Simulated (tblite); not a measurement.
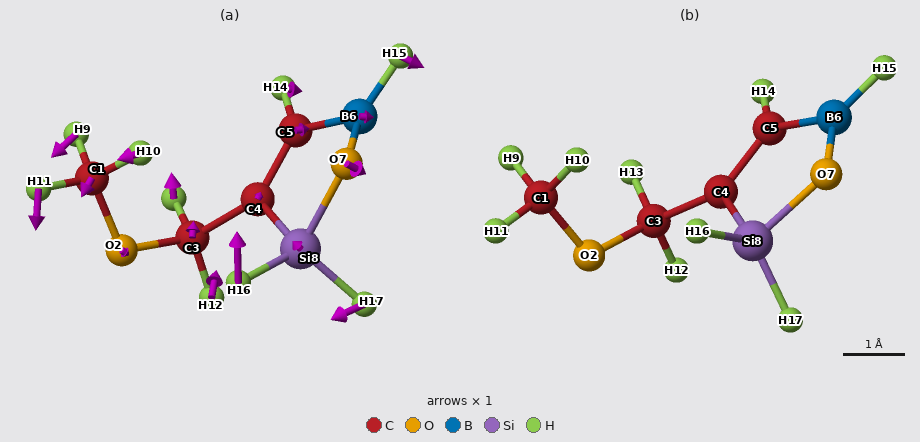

The structure of C4H9BO2Si before (left) and after (right) a relaxation, at one scale. The purple arrows give the displacements, at their true length.

The picture is a ball-and-stick view, seen at a tilt.

These are results of GFN2-xTB geometry optimisation, gas phase (tblite), not measurements. 

Question: Describe what moved and what it gained.

Answer: H16 moves most after the best rigid fit: 0.92 Å. By element the largest moves are H 0.92 Å, O 0.47 Å, C 0.37 Å, B 0.25 Å, Si 0.21 Å. Among the contacts that change: B6–O7 1.448 → 1.352 Å, O7–Si8 1.718 → 1.656 Å, B6–H15 1.209 → 1.171 Å, C4–C5 1.307 → 1.343 Å. Among the angles between lasting bonds that change: B6–O7–Si8 101.8° → 115.7°, O7–Si8–H16 114.1° → 106.5°, C5–B6–H15 122.3° → 128.2°. Groups turn about O7–Si8 by about 25°, C3–C4 by about 25°, B6–O7 by about 20°. After 112 geometry steps the energy has fallen by 18.0 kcal/mol. Cost: 0.66 s on 1 thread of Arm Neoverse V2, with other jobs on the host.
